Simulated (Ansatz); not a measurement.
ClH4NSi···H2O

Input

```
crystal:
  periodic: [false, false, false]
  atoms:
    - {symbol: Si, position_ang: [-0.012148, -0.479033, -0.218819]}
    - {symbol: O, position_ang: [1.261473, -0.002884, 1.252218]}
    - {symbol: H, position_ang: [0.685066, -1.604636, -0.875689]}
    - {symbol: H, position_ang: [-0.718391, -1.137172, 0.943997]}
    - {symbol: N, position_ang: [-1.405621, 0.275504, -0.834146]}
    - {symbol: H, position_ang: [1.755715, 0.776419, 0.939860]}
    - {symbol: Cl, position_ang: [1.308305, 1.052789, -1.227172]}
    - {symbol: H, position_ang: [0.847092, 0.155786, 2.107654]}
    - {symbol: H, position_ang: [-1.403065, 0.921338, -1.604314]}
    - {symbol: H, position_ang: [-2.318527, 0.041989, -0.483490]}
basis:
  gaussian: {orbitals: def2-TZVPP}
hamiltonian: {xc: pbe0, dispersion: d4}
output: {orbitals: {seedname: orbitals}}
```

Command:

```sh
ansatz run in.yaml --threads 4 --pin off --events-out ev --progress --plain --max-ram 9574MiB
```

A transition-state structure; geometry: PBE0-D4/def2-TZVP.

Method: RKS PBE0-D4/def2-TZVPP in Ansatz.

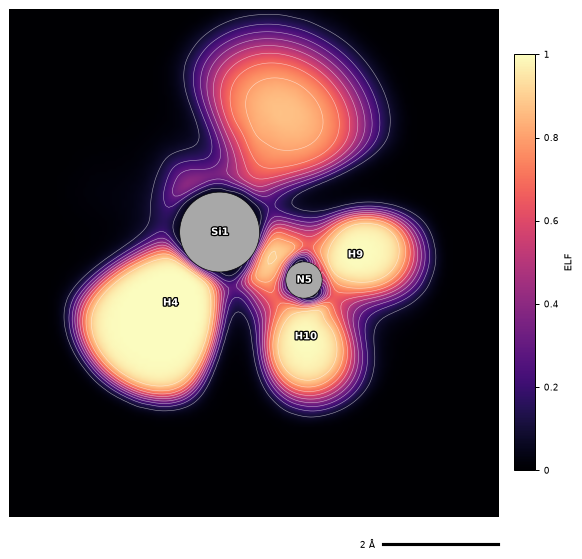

Figure 1. ELF on the plane of atoms H4, Si1 and N5. Grey discs cover the atomic cores.

### Interpret the plot.

Atoms in the plane: Si, H and N. Si–N (1.70 Å): the ELF peaks at about 0.90 between the atoms: a polar covalent bond. N–H (1.01 Å): the ELF climbs to about 1 towards the hydrogen, as it does in any bond to H; a covalent bond by its length. The ELF also peaks beside Cl7, away from the bonds: lone-pair regions.

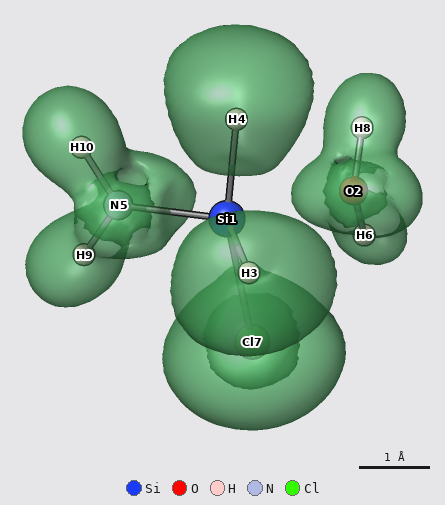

Figure 2. Isosurface of the electron localisation function at 0.75 (green), seen at a tilt. Core shells and regions of very low density are left out.

### What do the ELF domains correspond to?

The ELF exceeds this value in two regions around hydrogen nuclei, one region on Cl in which the atom's valence shell and bonds are merged, one joined region spread over several atoms (H, N), in which their bonds and any lone pairs are merged and one joined region spread over several atoms (H, O), in which their bonds and any lone pairs are merged.


Si1···O2 (2.00 Å): the ELF peaks at about 0.90 in the valence shell of O, 0.6 Å from its nucleus, and is about 0.60 at the midpoint.

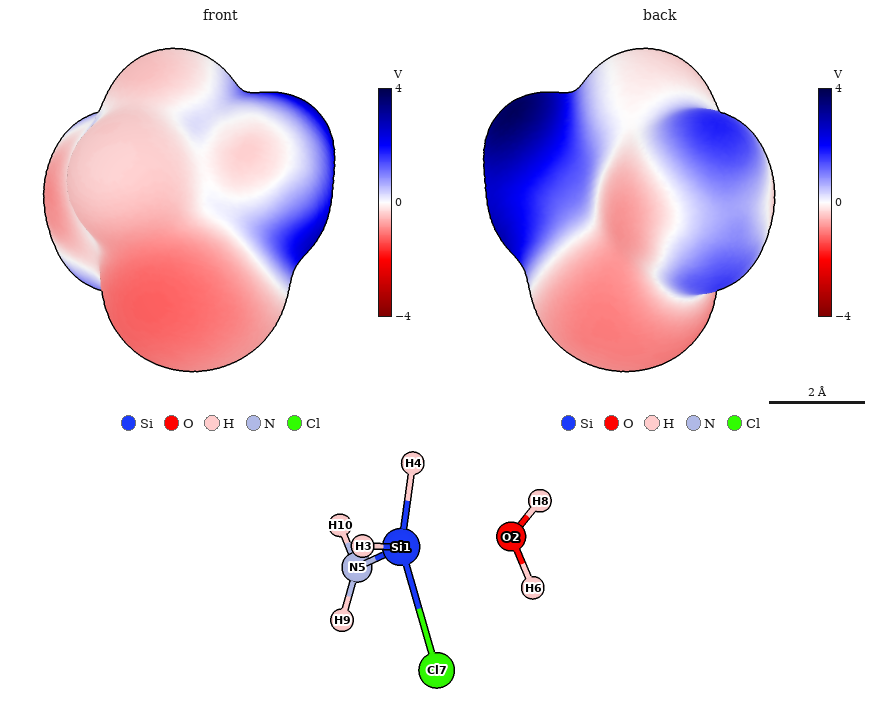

Figure 3. The electrostatic potential painted on the density surface at 0.002 e/bohr³, seen from the front and from behind; the colour scale runs from red (negative) to blue (positive). The bare structure is drawn below in the same view.

### Which sites attract a positive test charge, and which a negative one?

A positive charge is drawn to the negative regions and a negative charge to the positive ones. The most negative region (about −1.2 V, or −28 kcal/mol for a unit charge) lies over Cl7, the most positive (about +3.7 V, or +85 kcal/mol for a unit charge) over H8.

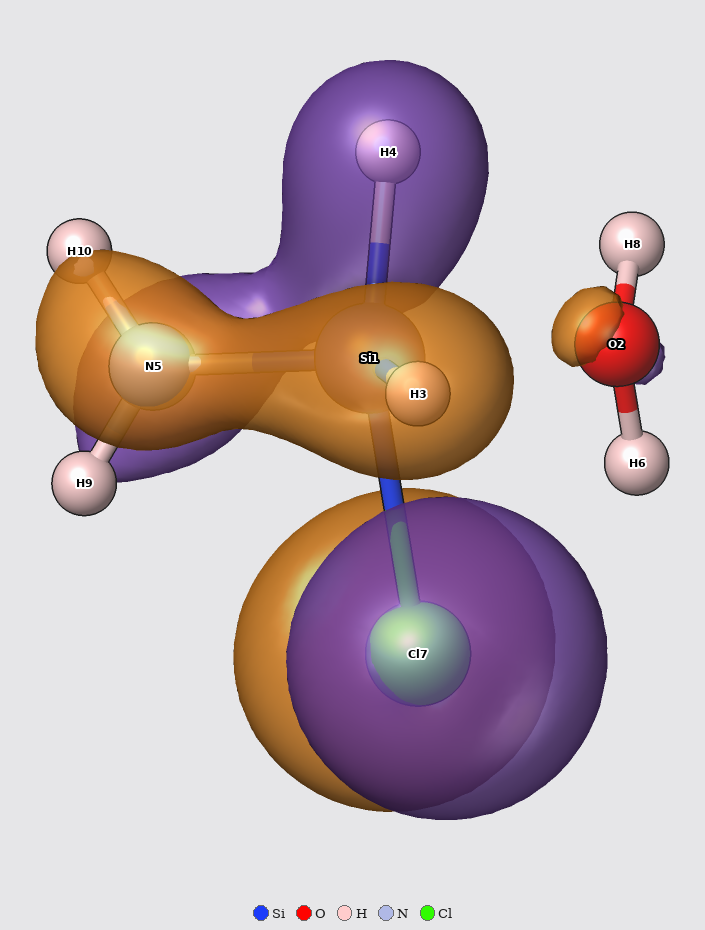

Figure 4. The HOMO−1 at ±0.1 Å⁻³ᐟ² (orange and purple are the two phases), seen across its widest extent.

### What is the character of this orbital?

It lies mainly on Cl7 (about 65 %), Si1 (about 10 %) and N5 (about 10 %). Its energy is −7.88 eV.
